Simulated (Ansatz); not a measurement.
GaH2N···NH3

The calculation's input:

```
crystal:
  periodic: [false, false, false]
  atoms:
    - { symbol: Ga, position_ang: [-0.810448, -0.78064, 0.853335] }
    - { symbol: H, position_ang: [1.836001, -0.079053, 1.284171] }
    - { symbol: "N", position_ang: [2.103465, 0.222599, 0.32292] }
    - { symbol: H, position_ang: [1.954414, -0.582702, -0.298402] }
    - { symbol: H, position_ang: [1.446138, 0.962042, 0.044054] }
    - { symbol: "N", position_ang: [-1.283785, -0.047636, -0.826747] }
    - { symbol: H, position_ang: [-2.254957, -0.010777, -1.162166] }
    - { symbol: H, position_ang: [-0.672028, 0.316167, -1.566666] }
basis:
  gaussian: { orbitals: def2-SVP }
hamiltonian:
  xc: pbe
relax:
  f_tol: 0.03
  max_steps: 50
output:
  orbitals: {}
```

Command:

```sh
ansatz run input.yaml --threads 2 --pin off --max-ram 3072MiB --backend cpu --events-out ev --progress --plain --runs-dir out
```

The fields are those of the run's last geometry, not of the input's.

Method: Ansatz 0.2.0, RKS PBE/def2-SVP.

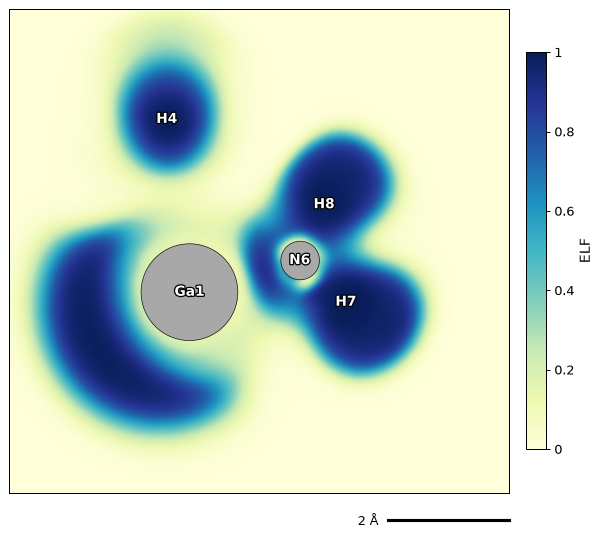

Figure 1. Electron localisation function on the plane of atoms Ga1, N6 and H7. Grey discs cover the atomic cores.

### Interpret the plot.

- Atoms in the plane: Ga, H and N.
- Ga–N (1.90 Å): the ELF peaks at about 0.90 in the valence shell of N, 0.6 Å from its nucleus, and is about 0.30 at the midpoint.
- N–H (1.03 Å): the ELF climbs to about 1 towards the hydrogen, as it does in any bond to H: an ordinary covalent bond to hydrogen.

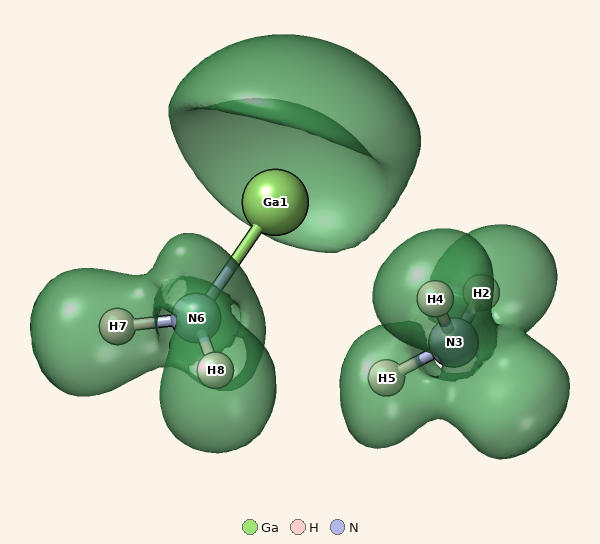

Figure 2. Isosurface of the ELF at 0.75 (green), seen at a tilt. Core shells and regions of very low density are left out.

### Describe the localisation domains.

The surface consists of one lobe on Ga, pointing away from the bonds (lone pairs) and two joined regions spread over several atoms (H, N), in which their bonds and any lone pairs are merged. Along the contacts the grid gives the following. Ga1···N3 (3.00 Å): the ELF dips to about 0.10 between them.

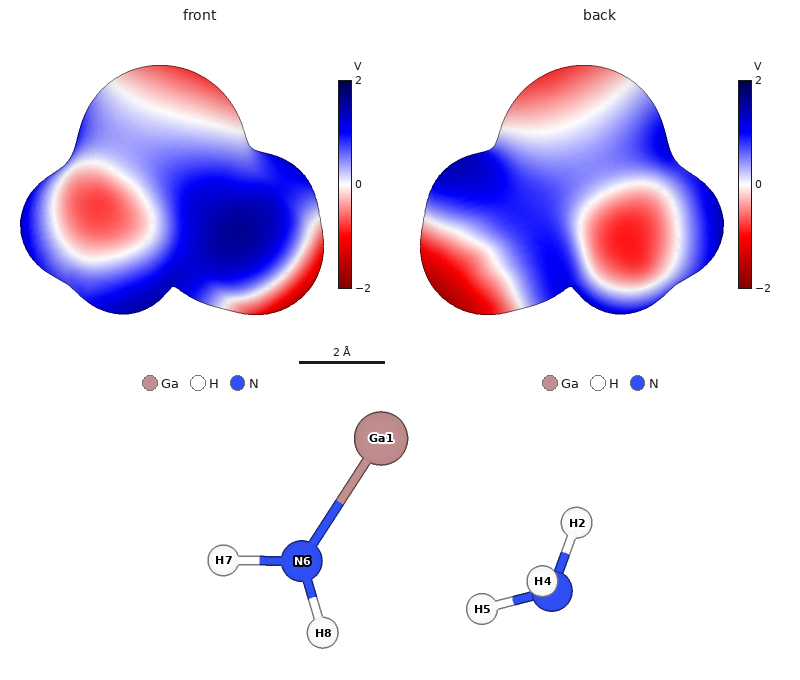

Figure 3. The molecular electrostatic potential painted on the density surface at 0.002 e/bohr³, seen from the front and from behind; red is negative and blue positive. The bare structure is drawn below in the same view.

### Which sites attract a positive test charge, and which a negative one?

A positive charge is drawn to the negative regions and a negative charge to the positive ones. The most negative region (about −1.6 V) lies over N3, the most positive (about +1.6 V) over H4. N3 is the likeliest acceptor of a hydrogen bond.
